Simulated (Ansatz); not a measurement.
# Which shape does a chain of Au atoms take?

Several starts are relaxed for a free Au wire one or two atoms wide. Which ends lowest, and how do the shapes conduct?

**Method.** Ansatz 0.2.0, plane waves with PAW datasets at the program's default cutoffs, Fermi-Dirac smearing of 0.05 eV, chains in boxes 7.5 Å wide or more, moments seeded when the perfect chain is relaxed. PBE, no spin-orbit coupling; each start relaxes its atoms and period within its symmetry. Energies are at zero smearing, an atom, against the lowest. Moments are absolute ones, the integral of |ρ↑ − ρ↓|.

What came out:

| start | end shape | length an atom (Å) | shortest bond (Å) | moment an atom (μB) | energy (meV) | G (G₀) | gap (eV) |
| --- | --- | --- | --- | --- | --- | --- | --- |
| triangles | strip of triangles | 1.33 | 2.65 | 0.00 | 0 | 2.00 | 0.00 |
| zigzag | zigzag | 2.34 | 2.55 | 0.00 | 317 | 1.00 | 0.00 |
| dimer | straight | 2.58 | 2.58 | 0.00 | 535 | 1.35 | 0.00 |
| linear | straight | 2.58 | 2.58 | 0.00 | 535 | 1.41 | 0.00 |

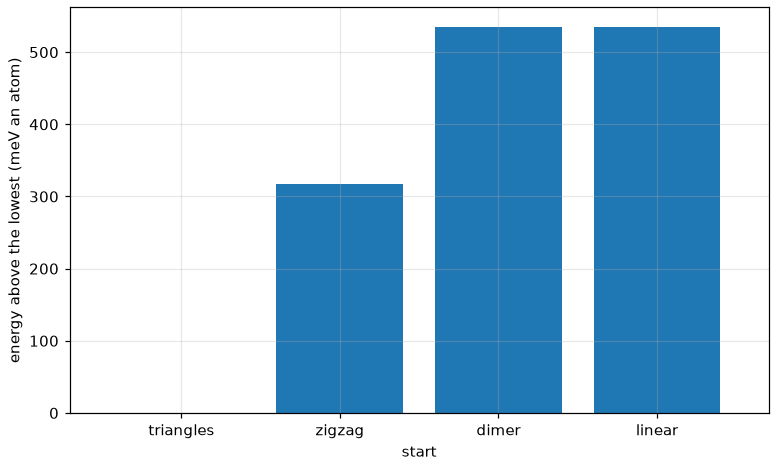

Energy of each relaxed start.

What this shows: The lowest energy comes from the triangles start, which ends as a strip of triangles, 535 meV an atom under the linear chain with one atom a cell. The next lies 317 meV higher (zigzag start). The conductance runs from 1.00 G₀ (zigzag start) to 2.00 G₀ (triangles start). Error terms of G over 10 %: dimer 38 % and linear 31 %. Starts not in the table: antiparallel.

Caveats: G is the ballistic value of the perfect, endless wire, half a G₀ a channel and spin, broadened at 300 K; a real contact scatters. Only planar forms with one or two atoms a cell were tried, each within the symmetry of its start; alternating bonds in a zigzag, helices and thicker wires were not. Meshes were fixed at the starting length, so energies are good to 15 or 20 meV and lengths to a few per cent; moments are the relaxation's, and the run that gives G can hold a somewhat different one. A wire pulled between tips is under tension, which favours longer forms than the free minimum. Spin-orbit coupling matters for this element. Series of this kind are told only where this holds: four starts or more, in boxes that share their narrower side and keep the chain far from its images. 25 of 55 did.
